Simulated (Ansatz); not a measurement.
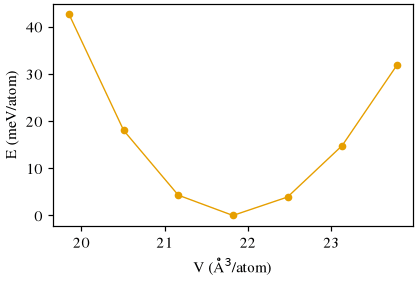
Figure: YZn (CsCl type, Pm-3m) under volume change, DFT-PBEsol in the program Ansatz with PAW potentials, scaled uniformly.

**Question.** What does a third-order Birch–Murnaghan fit give for V₀, B₀ and B′?

**Answer.** V₀ = 21.82 Å³/atom, B₀ = 66.3 GPa, B′ = 3.9.

The workflow started from an entry of the Crystallography Open Database (COD). Its standing as an ambient phase is unchecked. Symmetry was held in the PBEsol relaxation; of distortions, only those at the zone centre were tested. The run is not spin-polarised.

Potentials: the later of the program's two PAW sets.
